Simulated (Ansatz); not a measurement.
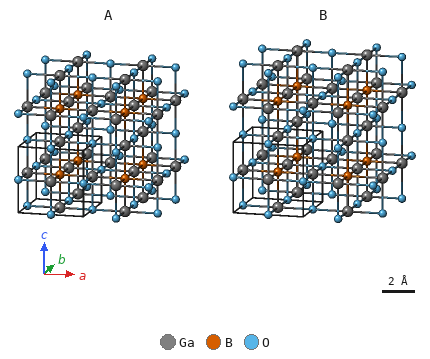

Two geometries of crystalline Ga3BO3 (a generated structure, set up in Pm-3m) (coarse preliminary run), drawn at one scale. One is the start of a relaxation, the other its converged end. Style: ball-and-stick. Shown: the cell of the calculation, repeated 2 × 2 × 2 with one cell outlined, slightly off an axis.

Computed with DFT PBE, scalar-relativistic, plane waves, PAW in Ansatz. Settings: plane-wave cutoff 420 eV; k-point mesh 4 × 4 × 4; occupations gaussian; smearing width 0.1 eV; collinear spin; cell and atoms relaxed; force threshold 0.04 eV/Å; at most 70 steps.

### Which of the two is the end point?

Structure A is the relaxed one. After 4 accepted moves (6 points after the start) the energy has fallen by 1.250 eV per cell of the calculation. All forces vanish by symmetry, so only the cell relaxes. Pressure: −18.35 GPa at the start and 0.01 GPa at the end. At 2 points the geometry stayed and the basis and grid were re-selected for the new cell (energy shift of 23.6 meV per cell of the calculation at most each time). No atom moves by more than 0.005 Å relative to the cell. The drawn cell changes as follows: a = b = c 4.558 → 4.251 Å (−6.7 %); the volume changes by −18.9 %. Near-neighbour distances that change, for instance: B–Ga 2.279 → 2.126 Å, Ga–O 2.279 → 2.126 Å. The space group stays Pm-3m (No. 221). The program noted that the starting moments weren't kept.
